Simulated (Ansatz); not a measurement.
# SiGe: an axial (c/a) deformation path

The task, for SiGe: follow an axial (c/a) deformation at fixed volume.

Computed with Ansatz 0.2.0 (DFT r2SCAN, scalar-relativistic, plane waves, PAW, unless a step's input says otherwise).

## Step 1: Starting point

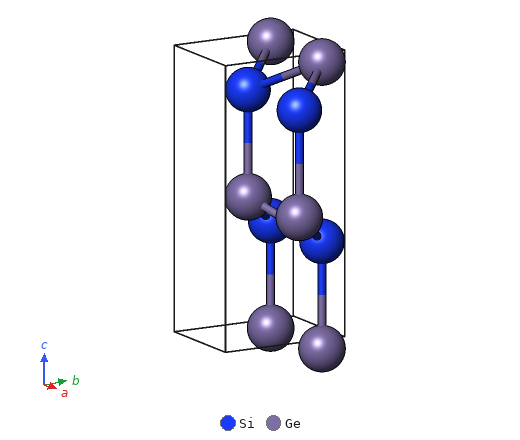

The starting structure, seen slightly off an axis (silicon blue, germanium purple). 2×1×1 cells are drawn. Atoms on the faces are drawn again on the opposite ones.

As a file:

```xyz
4
Lattice="3.9045 0.0000 0.0000 -1.9522 3.3814 0.0000 0.0000 0.0000 6.4508" Properties=species:S:1:pos:R:3 pbc="T T T"
Si    1.9522    1.1271    5.6419
Si    0.0000    2.2542    2.4165
Ge    1.9522    1.1271    3.2279
Ge    0.0000    2.2542    0.0025
```

It goes back to an entry of the Materials Project, which need not be the stable form.

The cell is taken as given, not relaxed at this level.

## Step 2: The reference cell

The reference gives a free energy of -9883.8346 eV, pressure 0.04 GPa, largest force 0.016 eV/Å and gap on the mesh 0.66 eV. It was computed beforehand with the settings of the runs below.

## Step 3: The scan: an axial (c/a) deformation path

At fixed volume and fractional coordinates, lengths along (0.000, 0.000, 1.000) are scaled against those across it; ρ is that ratio over its starting value.

## Step 4: At ρ = 0.850

input.yaml reads:

```yaml
crystal:
  lattice:
    - [4.1218011386, 0.0, 0.0]
    - [-2.0609005693, 3.5695844954, 0.0]
    - [0.0, 0.0, 5.7883979793]
  atoms:
    - { symbol: Si, position: [0.6666666667, 0.3333333333, 0.874607] }
    - { symbol: Si, position: [0.3333333333, 0.6666666667, 0.374607] }
    - { symbol: Ge, position: [0.6666666667, 0.3333333333, 0.500392] }
    - { symbol: Ge, position: [0.3333333333, 0.6666666667, 0.000392] }
basis:
  ecutwfc: 500
kpoints:
  mp_grid: { grid: [12, 12, 6] }
hamiltonian:
  xc: r2scan
scf:
  occupations: { method: gaussian, width: 0.05 }
output:
  forces: true
  stress: true
  eigenvalues: true
  write_density: true
  write_potential: true
  elf: true
  volumetric_format: npy
```

Command:

```
ansatz run input.yaml --threads 1 --pin off --max-ram 2560MiB --backend cpu --events-out ev --progress --plain --runs-dir out
```

Log, cut to the lines that bear on the results:

```text
Warning: RAYON_NUM_THREADS=1 ignored (pool sized by the plan → 1); use --threads N
[...]
Pseudopotentials: kind: paw
Pseudopotential: Si, paw, valence charge 4, recommended cutoff 500 eV (meta_gga), Si.paw.azcp
Pseudopotential: Ge, paw, valence charge 14, recommended cutoff 500 eV (meta_gga), Ge.paw.azcp
Functional definition: r2SCAN
[...]
Crystal: 4 atoms, lattice volume = 85.165 Å³
Basis set: ecut = 500 eV, 2151 PW (Γ), exchange–correlation on 128×128×180 points (64 copies of the dense FFT grid, shifted against one another)
Bands: 22, of which v1, the nominal top of the filled ones, is band 18 counted from 1 (17 counted from 0)
Symmetry: 12 space group operations
Space group: P63mc (ITA 186), of the structure as read, at distance tolerance 4.4e-5 Å
k-points: 76 of 864 (time reversal used)
[...]
SCF iter   1: F=—  HF=-9882.641570 eV  |F-HF|=—  |Δ(HF+E_count)|=         —  Δρ=6.72e-3  dr2=3.95e-2  dr2_τ=1.91e-2  ethr=1.77e-3  ⟨swp⟩=6.1  Hψ=8191  notcnv=0
[...]
SCF iter   7: F=-9882.662205 eV  HF=-9882.662205 eV  |F-HF|=4.16e-9  |Δ(HF+E_count)|=   2.40e-8  Δρ=3.07e-6  dr2=6.35e-9  dr2_τ=8.15e-11  ethr=2.78e-10  ⟨swp⟩=8.9  Hψ=10766  notcnv=0
[...]
SCF converged after 7 iterations
Free energy (F): -9882.662205 eV
[...]
E sigma→0 (E₀):  -9882.661932 eV
Entropy (-TS):   -0.000547 eV (-0.137 meV/atom)
Fermi energy:    7.381723 eV
[...]
--- Forces (eV/Å), atoms counted from 1 ---
  atom   1  Si     0.00000000     0.00000000     2.63783128
  atom   2  Si     0.00000000    -0.00000000     2.63783128
  atom   3  Ge     0.00000000     0.00000000    -2.63783562
  atom   4  Ge     0.00000000    -0.00000000    -2.63783562
[...]
--- Stress (GPa, compression-positive) ---
       -9.959460       0.000000       0.000000
        0.000000      -9.959460       0.000000
        0.000000       0.000000      33.200852
  P = ⅓ Tr σ = 4.4273 GPa (44.273 kbar)
--- Band table (eV; the first three rows and the last of 76) ---
  k-point 0: bands = ["-17.6141", "-17.6088", "-17.5735", "-17.5735", "-17.5681", "-17.5681", "-17.5531", "-17.5531", "-17.5440", "-17.5440", "-5.7208", "-2.1881", "-0.5847", "5.0279", "5.0279", "6.6603", "7.1074", "7.7719", "7.7719", "8.8691", "8.8691", "9.3263"]
[...]
```

It took 18 s on 1 thread of Intel Xeon 6975P-C (Granite Rapids), shared host; peak memory 0.59 GiB.

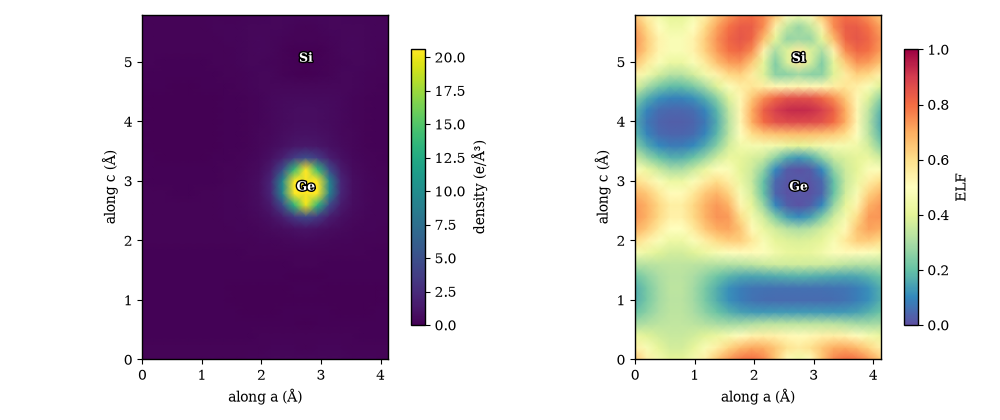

Density (left) and ELF (right) in a lattice plane of the grid's cell (edges 4.12 and 5.79 Å, at 0.333 of the third edge), which holds Si and Ge. Only atoms in the plane are labelled; the density scale stops at 20.58 e/Å³. Both are smooth fields of the valence electrons: close to the nuclei they are not physical.

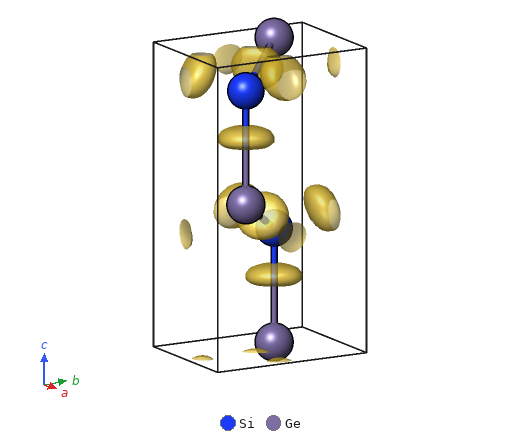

Surface of ELF = 0.85, drawn in one cell.

Outside the cores ELF peaks at 0.93 on the Si–Ge line, 0.9 Å from Si.

## Step 5: Point ρ = 1.200

input.yaml, as its differences from that of step 4:

```diff
@@ -2,5 +2,5 @@
   lattice:
-    - [4.1218011386, 0.0, 0.0]
-    - [-2.0609005693, 3.5695844954, 0.0]
-    - [0.0, 0.0, 5.7883979793]
+    - [3.674229345, 0.0, 0.0]
+    - [-1.8371146725, 3.1819759521, 0.0]
+    - [0.0, 0.0, 7.284503061]
   atoms:
@@ -22,5 +22 @@
   eigenvalues: true
-  write_density: true
-  write_potential: true
-  elf: true
-  volumetric_format: npy
```

Command:

```
ansatz run input.yaml --threads 1 --pin off --max-ram 2560MiB --backend cpu --events-out ev --progress --plain --runs-dir out
```

Log, cut to the lines that bear on the results:

```text
[...]
SCF converged after 7 iterations
Free energy (F): -9882.775662 eV
[...]
E sigma→0 (E₀):  -9882.775306 eV
Entropy (-TS):   -0.000712 eV (-0.178 meV/atom)
Fermi energy:    7.440400 eV
[...]
--- Forces (eV/Å), atoms counted from 1 ---
  atom   1  Si    -0.00000000     0.00000000    -0.89825529
  atom   2  Si    -0.00000000    -0.00000000    -0.89825529
  atom   3  Ge     0.00000000     0.00000000     0.89825095
  atom   4  Ge    -0.00000000    -0.00000000     0.89825095
[...]
--- Stress (GPa, compression-positive) ---
       13.414488      -0.000000      -0.000000
       -0.000000      13.414488      -0.000000
       -0.000000       0.000000     -14.940107
  P = ⅓ Tr σ = 3.9630 GPa (39.630 kbar)
--- Band table (eV; the first three rows and the last of 76) ---
  k-point 0: bands = ["-17.6120", "-17.6116", "-17.6116", "-17.6100", "-17.6097", "-17.6097", "-17.5691", "-17.5691", "-17.5683", "-17.5683", "-5.7566", "-4.5453", "0.1359", "6.6171", "6.7310", "6.9207", "6.9207", "7.7628", "7.7628", "10.4303", "10.8773", "10.8773"]
[...]
```

Wall time 12 s (1 thread of Intel Xeon 6975P-C (Granite Rapids), shared host); peak memory 0.57 GiB.

## Step 6: Point ρ = 0.920

input.yaml, as its differences from that of step 5:

```diff
@@ -2,5 +2,5 @@
   lattice:
-    - [3.674229345, 0.0, 0.0]
-    - [-1.8371146725, 3.1819759521, 0.0]
-    - [0.0, 0.0, 7.284503061]
+    - [4.0144932713, 0.0, 0.0]
+    - [-2.0072466356, 3.4766531563, 0.0]
+    - [0.0, 0.0, 6.1019828729]
   atoms:
```

Command:

```
ansatz run input.yaml --threads 1 --pin off --max-ram 2560MiB --backend cpu --events-out ev --progress --plain --runs-dir out
```

Log, cut to the lines that bear on the results:

```text
[...]
SCF converged after 6 iterations
Free energy (F): -9883.544457 eV
[...]
E sigma→0 (E₀):  -9883.544411 eV
Entropy (-TS):   -0.000092 eV (-0.023 meV/atom)
Fermi energy:    7.577891 eV
[...]
--- Forces (eV/Å), atoms counted from 1 ---
  atom   1  Si    -0.00000000    -0.00000000     1.04214591
  atom   2  Si     0.00000000     0.00000000     1.04214591
  atom   3  Ge    -0.00000000    -0.00000000    -1.04217239
  atom   4  Ge     0.00000000     0.00000000    -1.04217239
[...]
--- Stress (GPa, compression-positive) ---
       -5.598444      -0.000000       0.000000
       -0.000000      -5.598444       0.000000
        0.000000       0.000000      14.626922
  P = ⅓ Tr σ = 1.1433 GPa (11.433 kbar)
--- Band table (eV; the first three rows and the last of 76) ---
  k-point 0: bands = ["-17.5783", "-17.5760", "-17.5623", "-17.5623", "-17.5586", "-17.5586", "-17.5363", "-17.5363", "-17.5292", "-17.5292", "-5.6405", "-2.7639", "-0.3776", "5.4596", "5.4596", "7.2645", "7.4610", "7.6318", "7.6318", "9.3232", "9.3232", "9.6402"]
[...]
```

Wall time 13 s (1 thread of Intel Xeon 6975P-C (Granite Rapids), shared host); peak memory 0.57 GiB.

## Step 7: At ρ = 1.100

input.yaml, as its differences from that of step 6:

```diff
@@ -2,5 +2,5 @@
   lattice:
-    - [4.0144932713, 0.0, 0.0]
-    - [-2.0072466356, 3.4766531563, 0.0]
-    - [0.0, 0.0, 6.1019828729]
+    - [3.7823563974, 0.0, 0.0]
+    - [-1.8911781987, 3.2756167263, 0.0]
+    - [0.0, 0.0, 6.8739687937]
   atoms:
```

Command:

```
ansatz run input.yaml --threads 1 --pin off --max-ram 2560MiB --backend cpu --events-out ev --progress --plain --runs-dir out
```

Log, cut to the lines that bear on the results:

```text
[...]
SCF converged after 7 iterations
Free energy (F): -9883.516637 eV
[...]
E sigma→0 (E₀):  -9883.516637 eV
Fermi energy:    7.823745 eV
[...]
--- Forces (eV/Å), atoms counted from 1 ---
  atom   1  Si    -0.00000000    -0.00000000    -0.65019278
  atom   2  Si     0.00000000     0.00000000    -0.65019278
  atom   3  Ge     0.00000000    -0.00000000     0.65019438
  atom   4  Ge    -0.00000000     0.00000000     0.65019438
[...]
--- Stress (GPa, compression-positive) ---
        7.221433       0.000000       0.000000
        0.000000       7.221433       0.000000
        0.000000       0.000000     -10.877174
  P = ⅓ Tr σ = 1.1886 GPa (11.886 kbar)
--- Band table (eV; the first three rows and the last of 76) ---
  k-point 0: bands = ["-17.5842", "-17.5828", "-17.5828", "-17.5827", "-17.5801", "-17.5801", "-17.5478", "-17.5478", "-17.5459", "-17.5459", "-5.6496", "-3.9941", "0.0134", "6.4357", "6.4357", "7.0194", "7.6193", "7.6193", "8.0259", "9.4280", "10.3666", "10.3666"]
[...]
```

Run time: 12 s. Hardware: 1 thread of Intel Xeon 6975P-C (Granite Rapids), shared host; peak memory 0.61 GiB.

## Step 8: At ρ = 0.960

input.yaml, as its differences from that of step 7:

```diff
@@ -2,5 +2,5 @@
   lattice:
-    - [3.7823563974, 0.0, 0.0]
-    - [-1.8911781987, 3.2756167263, 0.0]
-    - [0.0, 0.0, 6.8739687937]
+    - [3.95794358, 0.0, 0.0]
+    - [-1.97897179, 3.427679687, 0.0]
+    - [0.0, 0.0, 6.2775944377]
   atoms:
```

Command:

```
ansatz run input.yaml --threads 1 --pin off --max-ram 2560MiB --backend cpu --events-out ev --progress --plain --runs-dir out
```

Log, cut to the lines that bear on the results:

```text
[...]
SCF converged after 6 iterations
Free energy (F): -9883.767078 eV
[...]
E sigma→0 (E₀):  -9883.767078 eV
Fermi energy:    7.752692 eV
[...]
--- Forces (eV/Å), atoms counted from 1 ---
  atom   1  Si     0.00000000    -0.00000000     0.43293408
  atom   2  Si     0.00000000     0.00000000     0.43293408
  atom   3  Ge    -0.00000000    -0.00000000    -0.43294281
  atom   4  Ge    -0.00000000     0.00000000    -0.43294281
[...]
--- Stress (GPa, compression-positive) ---
       -2.847646       0.000000       0.000000
        0.000000      -2.847646       0.000000
        0.000000       0.000000       6.589287
  P = ⅓ Tr σ = 0.2980 GPa (2.980 kbar)
--- Band table (eV; the first three rows and the last of 76) ---
  k-point 0: bands = ["-17.5719", "-17.5709", "-17.5637", "-17.5637", "-17.5603", "-17.5603", "-17.5355", "-17.5355", "-17.5298", "-17.5298", "-5.6186", "-3.0708", "-0.2690", "5.6906", "5.6906", "7.2821", "7.5893", "7.5893", "7.9110", "9.5699", "9.5699", "9.7491"]
[...]
```

It took 11 s on 1 thread of Intel Xeon 6975P-C (Granite Rapids), shared host; peak memory 0.58 GiB.

## Step 9: ρ = 1.050

input.yaml, as its differences from that of step 8:

```diff
@@ -2,5 +2,5 @@
   lattice:
-    - [3.95794358, 0.0, 0.0]
-    - [-1.97897179, 3.427679687, 0.0]
-    - [0.0, 0.0, 6.2775944377]
+    - [3.8414652634, 0.0, 0.0]
+    - [-1.9207326317, 3.3268065059, 0.0]
+    - [0.0, 0.0, 6.6640559114]
   atoms:
```

Command:

```
ansatz run input.yaml --threads 1 --pin off --max-ram 2560MiB --backend cpu --events-out ev --progress --plain --runs-dir out
```

Log, cut to the lines that bear on the results:

```text
Warning: RAYON_NUM_THREADS=1 ignored (pool sized by the plan → 1); use --threads N
[...]
[... 4 set-up lines as earlier in the session ...]
[...]
Crystal: 4 atoms, lattice volume = 85.165 Å³
Basis set: ecut = 500 eV, 2071 PW (Γ), exchange–correlation on 120×120×200 points (64 copies of the dense FFT grid, shifted against one another)
Bands: 22, of which v1, the nominal top of the filled ones, is band 18 counted from 1 (17 counted from 0)
[... 2 set-up lines as earlier in the session ...]
k-points: 76 of 864 (time reversal used)
[...]
SCF iter   1: F=—  HF=-9883.730266 eV  |F-HF|=—  |Δ(HF+E_count)|=         —  Δρ=5.69e-3  dr2=2.63e-2  dr2_τ=1.62e-2  ethr=1.77e-3  ⟨swp⟩=6.1  Hψ=8093  notcnv=0
[...]
SCF iter   6: F=-9883.748290 eV  HF=-9883.748290 eV  |F-HF|=1.65e-8  |Δ(HF+E_count)|=   1.26e-7  Δρ=8.03e-6  dr2=6.53e-8  dr2_τ=1.05e-9  ethr=2.78e-10  ⟨swp⟩=3.6  Hψ=7664  notcnv=0
[...]
SCF converged after 6 iterations
Free energy (F): -9883.748290 eV
[...]
E sigma→0 (E₀):  -9883.748290 eV
Fermi energy:    7.882441 eV
[...]
--- Forces (eV/Å), atoms counted from 1 ---
  atom   1  Si    -0.00000000     0.00000000    -0.40514479
  atom   2  Si     0.00000000    -0.00000000    -0.40514479
  atom   3  Ge    -0.00000000     0.00000000     0.40515147
  atom   4  Ge     0.00000000    -0.00000000     0.40515147
[...]
--- Stress (GPa, compression-positive) ---
        3.618627       0.000000       0.000000
        0.000000       3.618627       0.000000
        0.000000       0.000000      -6.208705
  P = ⅓ Tr σ = 0.3429 GPa (3.429 kbar)
--- Band table (eV; the first three rows and the last of 76) ---
[... band rows left out ...]
[...]
```

It took 12 s on 1 thread of Intel Xeon 6975P-C (Granite Rapids), shared host; peak memory 0.6 GiB.

## Step 10: At ρ = 0.800

input.yaml, as its differences from that of step 9:

```diff
@@ -2,5 +2,5 @@
   lattice:
-    - [3.8414652634, 0.0, 0.0]
-    - [-1.9207326317, 3.3268065059, 0.0]
-    - [0.0, 0.0, 6.6640559114]
+    - [4.2059426616, 0.0, 0.0]
+    - [-2.1029713308, 3.6424531918, 0.0]
+    - [0.0, 0.0, 5.5591162692]
   atoms:
```

Command:

```
ansatz run input.yaml --threads 1 --pin off --max-ram 2560MiB --backend cpu --events-out ev --progress --plain --runs-dir out
```

Log, cut to the lines that bear on the results:

```text
Warning: RAYON_NUM_THREADS=1 ignored (pool sized by the plan → 1); use --threads N
[...]
[... 4 set-up lines as earlier in the session ...]
[...]
Crystal: 4 atoms, lattice volume = 85.165 Å³
Basis set: ecut = 500 eV, 2211 PW (Γ), exchange–correlation on 128×128×180 points (64 copies of the dense FFT grid, shifted against one another)
Bands: 22, of which v1, the nominal top of the filled ones, is band 18 counted from 1 (17 counted from 0)
[... 2 set-up lines as earlier in the session ...]
k-points: 76 of 864 (time reversal used)
[...]
SCF iter   1: F=—  HF=-9881.512956 eV  |F-HF|=—  |Δ(HF+E_count)|=         —  Δρ=7.43e-3  dr2=5.12e-2  dr2_τ=2.26e-2  ethr=1.77e-3  ⟨swp⟩=6.1  Hψ=8217  notcnv=0
[...]
SCF iter   6: F=-9881.534097 eV  HF=-9881.534097 eV  |F-HF|=4.37e-11  |Δ(HF+E_count)|=   6.98e-7  Δρ=5.17e-6  dr2=1.40e-8  dr2_τ=3.00e-10  ethr=2.78e-10  ⟨swp⟩=6.3  Hψ=7773  notcnv=0
[...]
SCF converged after 6 iterations
Free energy (F): -9881.534097 eV
[...]
E sigma→0 (E₀):  -9881.533651 eV
Entropy (-TS):   -0.000892 eV (-0.223 meV/atom)
Fermi energy:    7.289890 eV
[...]
--- Forces (eV/Å), atoms counted from 1 ---
  atom   1  Si     0.00000000     0.00000000     4.39407819
  atom   2  Si     0.00000000    -0.00000000     4.39407819
  atom   3  Ge    -0.00000000     0.00000000    -4.39407959
  atom   4  Ge    -0.00000000    -0.00000000    -4.39407959
[...]
--- Stress (GPa, compression-positive) ---
      -12.406589      -0.000000       0.000000
        0.000000     -12.406589       0.000000
        0.000000       0.000000      50.168755
  P = ⅓ Tr σ = 8.4519 GPa (84.519 kbar)
--- Band table (eV; the first three rows and the last of 76) ---
[... band rows left out ...]
[...]
```

It took 12 s on 1 thread of Intel Xeon 6975P-C (Granite Rapids), shared host; peak memory 0.6 GiB.

## Step 11: Point ρ = 1.300

input.yaml, as its differences from that of step 10:

```diff
@@ -2,5 +2,5 @@
   lattice:
-    - [4.2059426616, 0.0, 0.0]
-    - [-2.1029713308, 3.6424531918, 0.0]
-    - [0.0, 0.0, 5.5591162692]
+    - [3.5774938239, 0.0, 0.0]
+    - [-1.7887469119, 3.0982005334, 0.0]
+    - [0.0, 0.0, 7.6837755039]
   atoms:
```

Command:

```
ansatz run input.yaml --threads 1 --pin off --max-ram 2560MiB --backend cpu --events-out ev --progress --plain --runs-dir out
```

Log, cut to the lines that bear on the results:

```text
Warning: RAYON_NUM_THREADS=1 ignored (pool sized by the plan → 1); use --threads N
[...]
[... 4 set-up lines as earlier in the session ...]
[...]
Crystal: 4 atoms, lattice volume = 85.165 Å³
Basis set: ecut = 500 eV, 2177 PW (Γ), exchange–correlation on 108×108×240 points (64 copies of the dense FFT grid, shifted against one another)
Bands: 22, of which v1, the nominal top of the filled ones, is band 18 counted from 1 (17 counted from 0)
[... 2 set-up lines as earlier in the session ...]
k-points: 76 of 864 (time reversal used)
[...]
SCF iter   1: F=—  HF=-9881.884191 eV  |F-HF|=—  |Δ(HF+E_count)|=         —  Δρ=8.13e-3  dr2=7.31e-2  dr2_τ=2.21e-2  ethr=1.77e-3  ⟨swp⟩=6.1  Hψ=8331  notcnv=0
[...]
SCF iter   8: F=-9881.891222 eV  HF=-9881.891222 eV  |F-HF|=2.06e-10  |Δ(HF+E_count)|=   2.36e-8  Δρ=2.05e-6  dr2=3.44e-9  dr2_τ=2.20e-11  ethr=2.78e-10  ⟨swp⟩=5.2  Hψ=7278  notcnv=0
[...]
SCF converged after 8 iterations
Free energy (F): -9881.891222 eV
[...]
E sigma→0 (E₀):  -9881.891077 eV
Entropy (-TS):   -0.000291 eV (-0.073 meV/atom)
Fermi energy:    7.336054 eV
[...]
--- Forces (eV/Å), atoms counted from 1 ---
  atom   1  Si    -0.00000000    -0.00000000    -0.97564311
  atom   2  Si     0.00000000     0.00000000    -0.97564311
  atom   3  Ge     0.00000000    -0.00000000     0.97564094
  atom   4  Ge     0.00000000     0.00000000     0.97564094
[...]
--- Stress (GPa, compression-positive) ---
       18.647763       0.000000      -0.000000
        0.000000      18.647763       0.000000
       -0.000000       0.000000     -15.098125
  P = ⅓ Tr σ = 7.3991 GPa (73.991 kbar)
--- Band table (eV; the first three rows and the last of 76) ---
[... band rows left out ...]
[...]
```

Run time: 13 s. Hardware: 1 thread of Intel Xeon 6975P-C (Granite Rapids), shared host; peak memory 0.57 GiB.

## Step 12: The scan collected

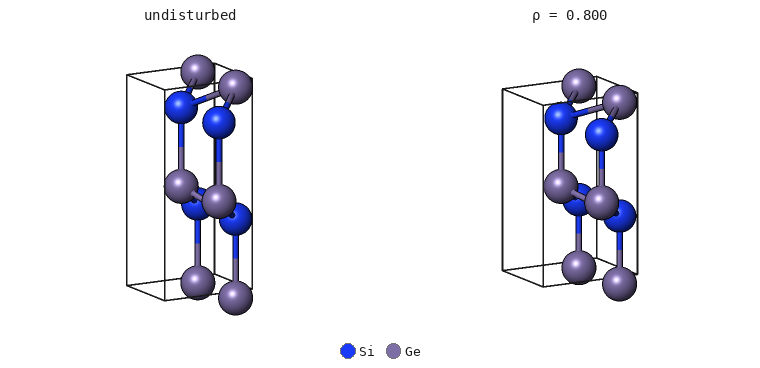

The undisturbed cell and the costliest point of the scan, at one scale, with neighbouring cells.

Collected from the runs (energy zero: the undisturbed cell):

```csv
ρ,ΔE (meV/atom),pressure (GPa),gap on the mesh (eV),space group
0.800,575.1,8.5,0.00,P6_3mc
0.850,293.1,4.4,0.00,P6_3mc
0.920,72.5,1.1,0.00,P6_3mc
0.960,16.9,0.3,0.32,P6_3mc
1.000,0.0,0.0,0.66,P6_3mc
1.050,21.6,0.3,0.61,P6_3mc
1.100,79.5,1.2,0.41,P6_3mc
1.200,264.7,4.0,0.00,P6_3mc
1.300,485.8,7.4,0.00,P6_3mc
```

Where the gap reads zero, the mesh chosen for the insulator is on the coarse side.

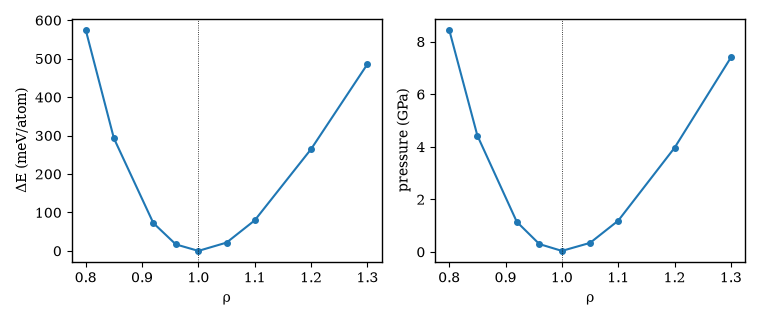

ΔE and pressure along the scan.

## Step 13: What came out

| quantity | value |
| --- | --- |
| highest point | 575.1 meV/atom at ρ = 0.800 |

What this shows: No sampled point lies below the undisturbed cell. No further minimum shows among the sampled points. The gap on the mesh, 0.66 eV at the start, reads zero at ρ = 0.800.
